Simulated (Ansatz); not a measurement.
**ZnSb2C: how the settings move a single-point run**

Question: which choices in the input matter for ZnSb2C? The cell is built on a prototype (ordering on zincblende) and needn't be the phase found in nature.

Program: Ansatz 0.2.0. Level of theory: reference: DFT, PBEsol, plane waves, PAW. These are calculated values, not measurements.

1 further run of the same task is left out (it didn't finish).

## (1) The system as given

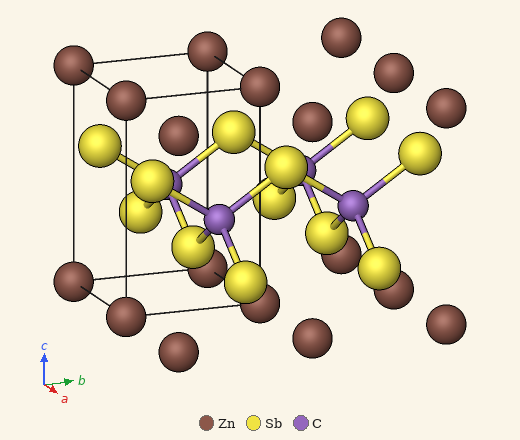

Start, viewed slightly off an axis; zinc brown, antimony yellow, carbon purple. 2×2×1 cells are drawn. Atoms on the faces are drawn again on the opposite ones.

Coordinates:

```cif
data_structure
_symmetry_space_group_name_H-M 'P 1'
_symmetry_Int_Tables_number 1
_cell_length_a 3.8274
_cell_length_b 3.8274
_cell_length_c 5.9709
_cell_angle_alpha 90.000
_cell_angle_beta 90.000
_cell_angle_gamma 90.000
_cell_volume 87.47
loop_
_atom_site_label
_atom_site_type_symbol
_atom_site_fract_x
_atom_site_fract_y
_atom_site_fract_z
_atom_site_occupancy
Zn1 Zn 0.00000 0.00000 0.00000 1
Sb1 Sb 0.00000 0.50000 0.29097 1
C1 C 0.50000 0.50000 0.50000 1
Sb2 Sb 0.50000 0.00000 0.70903 1
```

## (2) The reference run

input.yaml reads:

```yaml
crystal:
  lattice:
    - [3.8273790815, 0.0, 0.0]
    - [0.0, 3.8273790815, 0.0]
    - [0.0, 0.0, 5.9708967051]
  atoms:
    - { symbol: Zn, position: [0.0, 0.0, 0.0] }
    - { symbol: Sb, position: [0.0, 0.5, 0.2909733445] }
    - { symbol: C, position: [0.5, 0.5, 0.5] }
    - { symbol: Sb, position: [0.5, 0.0, 0.7090266555] }
kpoints:
  mp_grid: { grid: [4, 4, 4] }
hamiltonian:
  xc: pbesol
scf:
  occupations: { method: fermi_dirac, width: 0.02 }
  n_extra_bands: 5
output:
  forces: true
  stress: true
  eigenvalues: true
  write_density: true
  write_potential: true
  elf: true
  volumetric_format: npy
```

Started as:

```console
$ ansatz run input.yaml --threads 4 --pin off --max-ram 3686MiB --backend cpu --events-out ev --progress --plain --runs-dir out
```

Excerpt of the output:

```text
[...]
Basis set: ecut = 420 eV, 1731 PW (Γ), exchange–correlation on 54×54×80 points (8 copies of the dense FFT grid, shifted against one another)
[...]
k-points: 18 of 64 (time reversal used)
[...]
SCF iter   1: F=—  HF=-16340.816563 eV  |F-HF|=—  |Δ(HF+E_count)|=         —  Δρ=8.08e-3  dr2=6.02e-2  ethr=1.77e-3  ⟨swp⟩=6.6  Hψ=2353  notcnv=0
preconditioner: auto → LDOS  [insulator: Δε(μ)=0.052 eV  Ē_g=9.233 eV  σ=0.020 eV  W_gap=0.55  n_scr=20 (ndim 8)  ℏωp=20.2 eV  f_vac=0.017  D(μ)=1.88/eV (n_scr^D=14)  ε∞_Penn≈5.8  β→1.0]
SCF iter   2: F=—  HF=-16340.803580 eV  |F-HF|=—  |Δ(HF+E_count)|=   1.30e-2  Δρ=5.48e-3  dr2=1.56e-2  ethr=1.31e-4  ⟨swp⟩=3.0  Hψ=1020  notcnv=0  defer=8
[...]
SCF iter   6: F=—  HF=-16340.797176 eV  |F-HF|=—  |Δ(HF+E_count)|=   2.60e-6  Δρ=3.91e-5  dr2=1.21e-6  ethr=1.52e-7  ⟨swp⟩=2.8  Hψ=961  notcnv=0  defer=8
SCF iter   7: F=-16340.797177 eV  HF=-16340.797176 eV  |F-HF|=1.99e-8  |Δ(HF+E_count)|=   7.14e-7  Δρ=7.67e-6  dr2=5.35e-8  ethr=2.17e-10  ⟨swp⟩=9.4  Hψ=3590  notcnv=0
[...]
SCF converged after 7 iterations
Free energy (F): -16340.797177 eV
[...]
E sigma→0 (E₀):  -16340.795864 eV
[...]
Fermi energy:    9.687412 eV
[...]
  P = ⅓ Tr σ = -1.1217 GPa (-11.217 kbar)
[...]
```

It took 3.1 s on 4 threads of Arm Neoverse N1, shared host; peak memory 0.38 GiB.

## (3) Variant: ecutwfc 500

Changes to input.yaml since step 2:

```diff
@@ -21,5 +21,3 @@
   eigenvalues: true
-  write_density: true
-  write_potential: true
-  elf: true
-  volumetric_format: npy
+basis:
+  ecutwfc: 500
```

Started as:

```console
$ ansatz run input.yaml --threads 4 --pin off --max-ram 3686MiB --backend cpu --events-out ev --progress --plain --runs-dir out
```

What it wrote, cut to the lines that bear on the results:

```text
Warning: RAYON_NUM_THREADS=4 ignored (pool sized by the plan → 4); use --threads N
scf.n_extra_bands = 5 over 23 filled bands (N_el = 46.0): the run solves 28 bands
[...]
Pseudopotentials: kind: paw
Pseudopotential: Zn, paw, valence charge 12, recommended cutoff 420 eV (normal), Zn.paw.azcp
Pseudopotential: Sb, paw, valence charge 15, recommended cutoff 420 eV (normal), Sb.paw.azcp
Pseudopotential: C, paw, valence charge 4, recommended cutoff 420 eV (normal), C.paw.azcp
Functional definition: PBEsol
[...]
Crystal: 4 atoms, lattice volume = 87.467 Å³
Basis set: ecut = 500 eV, 2165 PW (Γ), exchange–correlation on 60×60×90 points (8 copies of the dense FFT grid, shifted against one another)
Bands: 28, of which v1, the nominal top of the filled ones, is band 23 counted from 1 (22 counted from 0)
Symmetry: 8 space group operations
Space group: P-4m2 (ITA 115), of the structure as read, at distance tolerance 4.4e-5 Å
k-points: 18 of 64 (time reversal used)
[...]
SCF iter   1: F=—  HF=-16340.823985 eV  |F-HF|=—  |Δ(HF+E_count)|=         —  Δρ=8.02e-3  dr2=5.95e-2  ethr=1.77e-3  ⟨swp⟩=6.6  Hψ=2375  notcnv=0
[...]
SCF iter   7: F=-16340.804407 eV  HF=-16340.804407 eV  |F-HF|=2.54e-8  |Δ(HF+E_count)|=   6.18e-7  Δρ=7.57e-6  dr2=4.93e-8  ethr=2.17e-10  ⟨swp⟩=6.0  Hψ=2251  notcnv=0
[...]
SCF converged after 7 iterations
Free energy (F): -16340.804407 eV
[...]
E sigma→0 (E₀):  -16340.803093 eV
Entropy (-TS):   -0.002629 eV (-0.657 meV/atom)
Fermi energy:    9.687084 eV
[...]
--- Forces (eV/Å), atoms counted from 1 ---
  atom   1  Zn    -0.00000000     0.00000000     0.00000000
  atom   2  Sb    -0.00000000     0.00000000     0.55608895
  atom   3  C      0.00000000    -0.00000000    -0.00000000
  atom   4  Sb    -0.00000000     0.00000000    -0.55608895
[...]
--- Stress (GPa, compression-positive) ---
       -1.377329       0.000000      -0.000000
        0.000000      -1.377329      -0.000000
       -0.000000      -0.000000      -0.643720
  P = ⅓ Tr σ = -1.1328 GPa (-11.328 kbar)
--- Band table (eV; the first three rows and the last of 18) ---
  k-point 0: bands = ["-19.9976", "-19.9862", "-19.9571", "-19.9571", "-19.9539", "-19.9434", "-19.9187", "-19.9187", "-19.9066", "-19.9001", "-4.4548", "-0.5979", "1.0723", "1.5817", "1.5817", "1.6566", "1.7057", "1.7366", "5.4966", "5.4966", "7.7055", "8.5619", "10.1328", "10.3514", [...]
[...]
```

Wall time 3 s (4 threads of Arm Neoverse N1, shared host); peak memory 0.39 GiB.

Changing the cutoff moves the energy by -1.8 meV/atom. More plane waves (500 against 420 eV) lower the energy, so the reference carries about that much basis error.

## (4) Variant: occupations.method methfessel_paxton, occupations.width 0.05

Changes to input.yaml since step 2:

```diff
@@ -15,3 +15,3 @@
 scf:
-  occupations: { method: fermi_dirac, width: 0.02 }
+  occupations: { method: methfessel_paxton, width: 0.05 }
   n_extra_bands: 5
@@ -21,5 +21 @@
   eigenvalues: true
-  write_density: true
-  write_potential: true
-  elf: true
-  volumetric_format: npy
```

Started as:

```console
$ ansatz run input.yaml --threads 4 --pin off --max-ram 3686MiB --backend cpu --events-out ev --progress --plain --runs-dir out
```

What it wrote, cut to the lines that bear on the results:

```text
Warning: RAYON_NUM_THREADS=4 ignored (pool sized by the plan → 4); use --threads N
scf.n_extra_bands = 5 over 23 filled bands (N_el = 46.0): the run solves 28 bands
[...]
[... 5 set-up lines as earlier in the session ...]
[...]
Crystal: 4 atoms, lattice volume = 87.467 Å³
Basis set: ecut = 420 eV, 1731 PW (Γ), exchange–correlation on 54×54×80 points (8 copies of the dense FFT grid, shifted against one another)
Bands: 28, of which v1, the nominal top of the filled ones, is band 23 counted from 1 (22 counted from 0)
[... 2 set-up lines as earlier in the session ...]
[...]
Free energy (F): -16340.795810 eV
[...]
E sigma→0 (E₀):  -16340.795952 eV
Entropy (-TS):   0.000566 eV (0.142 meV/atom)
Fermi energy:    9.688841 eV
Step filling:    the computed levels leave a gap of 0.0673 eV = 1.3 smearing widths at the electron count; against every level under it full and every level over it empty, smearing changes F+E_penalty+E_count by +0.461 meV and its σ→0 estimate by +0.320 meV
[...]
--- Forces (eV/Å), atoms counted from 1 ---
  atom   1  Zn    -0.00000000     0.00000000     0.00000000
  atom   2  Sb    -0.00000000     0.00000000     0.56996831
  atom   3  C      0.00000000    -0.00000000    -0.00000000
  atom   4  Sb    -0.00000000     0.00000000    -0.56996831
[...]
--- Stress (GPa, compression-positive) ---
       -1.375591       0.000000      -0.000000
        0.000000      -1.375591      -0.000000
       -0.000000      -0.000000      -0.535734
  P = ⅓ Tr σ = -1.0956 GPa (-10.956 kbar)
--- Band table (eV; the first three rows and the last of 18) ---
[... band rows left out ...]
[...]
```

Run time: 2.4 s. Hardware: 4 threads of Arm Neoverse N1, shared host; peak memory 0.36 GiB.

Changing the smearing hardly moves the energy: 0.0 meV/atom.

## (5) Variant: ecutwfc 250

Changes to input.yaml since step 2:

```diff
@@ -21,5 +21,3 @@
   eigenvalues: true
-  write_density: true
-  write_potential: true
-  elf: true
-  volumetric_format: npy
+basis:
+  ecutwfc: 250
```

Started as:

```console
$ ansatz run input.yaml --threads 4 --pin off --max-ram 3686MiB --backend cpu --events-out ev --progress --plain --runs-dir out
```

What it wrote, cut to the lines that bear on the results:

```text
Warning: basis.ecutwfc = 250 eV is below the records' recommended 420 eV, and the density's cutoff is lower with it unless basis.ecutrho_ratio is high enough to keep the records' density cutoff: compare with a run at a higher cutoff
Warning: RAYON_NUM_THREADS=4 ignored (pool sized by the plan → 4); use --threads N
scf.n_extra_bands = 5 over 23 filled bands (N_el = 46.0): the run solves 28 bands
[...]
[... 5 set-up lines as earlier in the session ...]
[...]
Crystal: 4 atoms, lattice volume = 87.467 Å³
Basis set: ecut = 250 eV, 771 PW (Γ), exchange–correlation on 40×40×64 points (8 copies of the dense FFT grid, shifted against one another)
Bands: 28, of which v1, the nominal top of the filled ones, is band 23 counted from 1 (22 counted from 0)
[...]
[... 1 set-up line as earlier in the session ...]
k-points: 18 of 64 (time reversal used)
[...]
SCF iter   1: F=—  HF=-16337.220176 eV  |F-HF|=—  |Δ(HF+E_count)|=         —  Δρ=2.30e-2  dr2=2.56e-1  ethr=1.77e-3  ⟨swp⟩=6.3  Hψ=2217  notcnv=0
[...]
SCF iter   8: F=-16336.957119 eV  HF=-16336.957119 eV  |F-HF|=9.06e-10  |Δ(HF+E_count)|=   3.67e-8  Δρ=4.44e-6  dr2=1.44e-8  ethr=2.17e-10  ⟨swp⟩=6.9  Hψ=1960  notcnv=0
[...]
SCF converged after 8 iterations
Free energy (F): -16336.957119 eV
[...]
E sigma→0 (E₀):  -16336.956027 eV
Entropy (-TS):   -0.002184 eV (-0.546 meV/atom)
Fermi energy:    9.699495 eV
[...]
--- Forces (eV/Å), atoms counted from 1 ---
  atom   1  Zn    -0.00000000     0.00000000     0.00000000
  atom   2  Sb    -0.00000000     0.00000000     0.60875902
  atom   3  C      0.00000000    -0.00000000    -0.00000000
  atom   4  Sb    -0.00000000     0.00000000    -0.60875902
[...]
--- Stress (GPa, compression-positive) ---
       -1.896380       0.000000      -0.000000
        0.000000      -1.896380      -0.000000
       -0.000000      -0.000000      -0.875442
  P = ⅓ Tr σ = -1.5561 GPa (-15.561 kbar)
--- Band table (eV; the first three rows and the last of 18) ---
[... band rows left out ...]
[...]
```

Run time: 1.5 s. Hardware: 4 threads of Arm Neoverse N1, shared host; peak memory 0.31 GiB.

Changing the cutoff moves the energy by +960.0 meV/atom, and the pressure goes from -1.1 to -1.6 GPa and the largest force goes from 0.56 to 0.61 eV/Å. The lower cutoff gives the higher energy: the smaller basis describes the state less well. The log warns that the cutoff is under what these potentials recommend, so the shift is basis error.

## (6) Changed: occupations.method gaussian, occupations.width 0.5

Changes to input.yaml since step 2:

```diff
@@ -15,3 +15,3 @@
 scf:
-  occupations: { method: fermi_dirac, width: 0.02 }
+  occupations: { method: gaussian, width: 0.5 }
   n_extra_bands: 5
@@ -21,5 +21 @@
   eigenvalues: true
-  write_density: true
-  write_potential: true
-  elf: true
-  volumetric_format: npy
```

Started as:

```console
$ ansatz run input.yaml --threads 4 --pin off --max-ram 3686MiB --backend cpu --events-out ev --progress --plain --runs-dir out
```

What it wrote, cut to the lines that bear on the results:

```text
Warning: RAYON_NUM_THREADS=4 ignored (pool sized by the plan → 4); use --threads N
scf.n_extra_bands = 5 over 23 filled bands (N_el = 46.0): the run solves 28 bands
[...]
[... 5 set-up lines as earlier in the session ...]
[...]
Crystal: 4 atoms, lattice volume = 87.467 Å³
Basis set: ecut = 420 eV, 1731 PW (Γ), exchange–correlation on 54×54×80 points (8 copies of the dense FFT grid, shifted against one another)
Bands: 28, of which v1, the nominal top of the filled ones, is band 23 counted from 1 (22 counted from 0)
[... 2 set-up lines as earlier in the session ...]
[...]
SCF iter   1: F=—  HF=-16340.916110 eV  |F-HF|=—  |Δ(HF+E_count)|=         —  Δρ=7.97e-3  dr2=6.34e-2  ethr=1.77e-3  ⟨swp⟩=5.4  Hψ=2126  notcnv=0
[...]
SCF iter   7: F=-16340.897283 eV  HF=-16340.897283 eV  |F-HF|=1.26e-8  |Δ(HF+E_count)|=   3.16e-8  Δρ=6.47e-6  dr2=2.11e-8  ethr=2.17e-10  ⟨swp⟩=3.9  Hψ=2393  notcnv=0
[...]
SCF converged after 7 iterations
Free energy (F): -16340.897283 eV
[...]
E sigma→0 (E₀):  -16340.806089 eV
Entropy (-TS):   -0.182388 eV (-45.597 meV/atom)
Fermi energy:    9.568733 eV
[...]
--- Forces (eV/Å), atoms counted from 1 ---
  atom   1  Zn    -0.00000000     0.00000000     0.00000000
  atom   2  Sb    -0.00000000    -0.00000000     0.47572506
  atom   3  C      0.00000000    -0.00000000    -0.00000000
  atom   4  Sb    -0.00000000     0.00000000    -0.47572506
[...]
--- Stress (GPa, compression-positive) ---
       -1.198286       0.000000      -0.000000
        0.000000      -1.198286      -0.000000
       -0.000000      -0.000000      -1.107738
  P = ⅓ Tr σ = -1.1681 GPa (-11.681 kbar)
--- Band table (eV; the first three rows and the last of 18) ---
[... band rows left out ...]
[...]
```

Wall time 2.3 s (4 threads of Arm Neoverse N1, shared host); peak memory 0.36 GiB.

Changing the smearing moves the energy by -2.6 meV/atom (σ→0 values), and the largest force goes from 0.56 to 0.48 eV/Å.

## (7) Variant: occupations.method cold, occupations.width 0.2

Changes to input.yaml since step 2:

```diff
@@ -15,3 +15,3 @@
 scf:
-  occupations: { method: fermi_dirac, width: 0.02 }
+  occupations: { method: cold, width: 0.2 }
   n_extra_bands: 5
@@ -21,5 +21 @@
   eigenvalues: true
-  write_density: true
-  write_potential: true
-  elf: true
-  volumetric_format: npy
```

Started as:

```console
$ ansatz run input.yaml --threads 4 --pin off --max-ram 3686MiB --backend cpu --events-out ev --progress --plain --runs-dir out
```

What it wrote, cut to the lines that bear on the results:

```text
Warning: RAYON_NUM_THREADS=4 ignored (pool sized by the plan → 4); use --threads N
scf.n_extra_bands = 5 over 23 filled bands (N_el = 46.0): the run solves 28 bands
[...]
[... 5 set-up lines as earlier in the session ...]
[...]
Crystal: 4 atoms, lattice volume = 87.467 Å³
Basis set: ecut = 420 eV, 1731 PW (Γ), exchange–correlation on 54×54×80 points (8 copies of the dense FFT grid, shifted against one another)
Bands: 28, of which v1, the nominal top of the filled ones, is band 23 counted from 1 (22 counted from 0)
[... 2 set-up lines as earlier in the session ...]
[...]
Free energy (F): -16340.803228 eV
[...]
E sigma→0 (E₀):  -16340.797965 eV
Entropy (-TS):   -0.015790 eV (-3.947 meV/atom)
Fermi energy:    9.687990 eV
Step filling:    the computed levels leave a gap of 0.0647 eV = 0.3 smearing widths at the electron count; against every level under it full and every level over it empty, smearing changes F+E_penalty+E_count by -6.888 meV and its σ→0 estimate by -1.625 meV
[...]
--- Forces (eV/Å), atoms counted from 1 ---
  atom   1  Zn    -0.00000000     0.00000000     0.00000000
  atom   2  Sb    -0.00000000     0.00000000     0.53872064
  atom   3  C      0.00000000    -0.00000000    -0.00000000
  atom   4  Sb    -0.00000000     0.00000000    -0.53872064
[...]
--- Stress (GPa, compression-positive) ---
       -1.313207       0.000000      -0.000000
        0.000000      -1.313207      -0.000000
       -0.000000      -0.000000      -0.866517
  P = ⅓ Tr σ = -1.1643 GPa (-11.643 kbar)
--- Band table (eV; the first three rows and the last of 18) ---
[... band rows left out ...]
[...]
```

Wall time 2.4 s (4 threads of Arm Neoverse N1, shared host); peak memory 0.36 GiB.

Changing the smearing moves the energy by -0.5 meV/atom (σ→0 values).

## (8) Changing settings: ecutwfc 750

Changes to input.yaml since step 2:

```diff
@@ -21,5 +21,3 @@
   eigenvalues: true
-  write_density: true
-  write_potential: true
-  elf: true
-  volumetric_format: npy
+basis:
+  ecutwfc: 750
```

Started as:

```console
$ ansatz run input.yaml --threads 4 --pin off --max-ram 3686MiB --backend cpu --events-out ev --progress --plain --runs-dir out
```

What it wrote, cut to the lines that bear on the results:

```text
Warning: RAYON_NUM_THREADS=4 ignored (pool sized by the plan → 4); use --threads N
scf.n_extra_bands = 5 over 23 filled bands (N_el = 46.0): the run solves 28 bands
[...]
[... 5 set-up lines as earlier in the session ...]
[...]
Crystal: 4 atoms, lattice volume = 87.467 Å³
Basis set: ecut = 750 eV, 4059 PW (Γ), exchange–correlation on 72×72×108 points (8 copies of the dense FFT grid, shifted against one another)
Bands: 28, of which v1, the nominal top of the filled ones, is band 23 counted from 1 (22 counted from 0)
[... 2 set-up lines as earlier in the session ...]
[...]
SCF iter   1: F=—  HF=-16340.825309 eV  |F-HF|=—  |Δ(HF+E_count)|=         —  Δρ=8.01e-3  dr2=5.91e-2  ethr=1.77e-3  ⟨swp⟩=6.8  Hψ=2434  notcnv=0
[...]
SCF iter   7: F=-16340.805865 eV  HF=-16340.805865 eV  |F-HF|=1.47e-8  |Δ(HF+E_count)|=   6.82e-7  Δρ=8.93e-6  dr2=5.94e-8  ethr=2.17e-10  ⟨swp⟩=6.9  Hψ=2669  notcnv=0
[...]
SCF converged after 7 iterations
Free energy (F): -16340.805865 eV
[...]
E sigma→0 (E₀):  -16340.804551 eV
Entropy (-TS):   -0.002628 eV (-0.657 meV/atom)
Fermi energy:    9.687063 eV
[...]
--- Forces (eV/Å), atoms counted from 1 ---
  atom   1  Zn    -0.00000000     0.00000000     0.00000000
  atom   2  Sb    -0.00000000     0.00000000     0.55633133
  atom   3  C      0.00000000    -0.00000000    -0.00000000
  atom   4  Sb    -0.00000000     0.00000000    -0.55633133
[...]
--- Stress (GPa, compression-positive) ---
       -1.380356       0.000000      -0.000000
        0.000000      -1.380356      -0.000000
       -0.000000      -0.000000      -0.646991
  P = ⅓ Tr σ = -1.1359 GPa (-11.359 kbar)
--- Band table (eV; the first three rows and the last of 18) ---
[... band rows left out ...]
[...]
```

Wall time 4.3 s (4 threads of Arm Neoverse N1, shared host); peak memory 0.49 GiB.

Changing the cutoff moves the energy by -2.2 meV/atom. More plane waves (750 against 420 eV) lower the energy, so the reference carries about that much basis error.

## (9) All runs together

| run | ending | energy change | pressure (GPa) | gap (eV) | force (eV/Å) | cycles | time |
| --- | --- | --- | --- | --- | --- | --- | --- |
| reference | converged | 0 | -1.1 | 0.00 | 0.56 | 7 | 3.1 s |
| 1: ecutwfc 500 | converged | -1.8 meV/atom | -1.1 | 0.00 | 0.56 | 7 | 3 s |
| 2: occupations.method methfessel_paxton, occupations.width 0.05 | converged | 0.0 meV/atom (σ→0) | -1.1 | 0.00 | 0.57 | 7 | 2.4 s |
| 3: ecutwfc 250 | converged | +960.0 meV/atom | -1.6 | 0.00 | 0.61 | 8 | 1.5 s |
| 4: occupations.method gaussian, occupations.width 0.5 | converged | -2.6 meV/atom (σ→0) | -1.2 | 0.00 | 0.48 | 7 | 2.3 s |
| 5: occupations.method cold, occupations.width 0.2 | converged | -0.5 meV/atom (σ→0) | -1.2 | 0.00 | 0.54 | 7 | 2.4 s |
| 6: ecutwfc 750 | converged | -2.2 meV/atom | -1.1 | 0.00 | 0.56 | 7 | 4.3 s |

Times don't compare one to one where runs were asked for different outputs or read a saved state (see the inputs); cycles may leave out searches for a lower state.

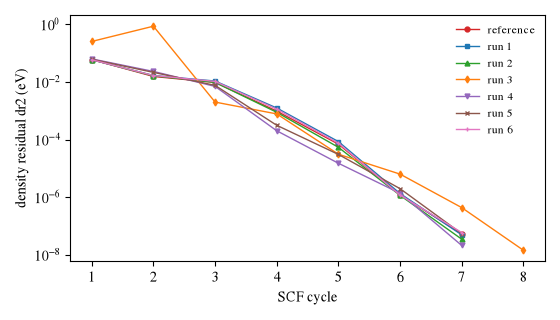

Residual by cycle in the longest SCF loop of each run; runs are numbered as in the table.

**Reading.** Run 3 ran under the cutoff that the potentials recommend, as the log warns, so basis error is mixed into its values, and swamps them where the cutoff is far short. Of the variants the dearest is «ecutwfc 750» (4.3 s), the cheapest «ecutwfc 250» (1.5 s), on a shared host.
